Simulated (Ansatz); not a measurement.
A relaxed structure of BP. Space group F-43m (No. 216), zinc blende type. Level of theory: PBE (plane waves to 420 eV, PAW, scalar-relativistic; Ansatz, a first-principles code).

```xyz
2
Lattice="0.0000 2.2741 2.2741 2.2741 0.0000 2.2741 2.2741 2.2741 0.0000" Properties=species:S:1:pos:R:3 pbc="T T T"
P      0.0000     0.0000     0.0000
B      3.4112     3.4112     3.4112
```

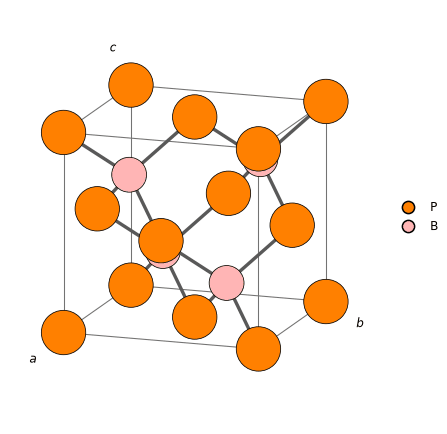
Figure: The conventional cell of the relaxed structure

* **Volume per atom**: 11.76 Å³
* **Band gap**: 1.25 eV, indirect (valence top at Γ, conduction bottom at 83 % of the way from Γ to X) (no spin-orbit coupling)
* **Smallest direct gap**: 3.39 eV at Γ
* **Shortest distances**: B–P 1.97 Å; B–B 3.22 Å; P–P 3.22 Å
* **k-mesh**: 12×12×12

No spin polarisation in the result.

Measured for BP: a 4.525 Å (static lattice; corrected from measurement; as listed in Daniel Mejia-Rodriguez, S. B. Trickey, Phys. Rev. B (2018)); gap 2 eV (room temperature; as listed in arXiv:1206.3780). Computed minus measured — a: PBE +0.5 %; gap: PBE -0.75 eV. The computed values are for a static lattice, and a measured gap can be an optical one, lowered by exciton binding.

The run could not lose the symmetry of its start; a randomly shaken copy of 4 atoms returns to this structure.
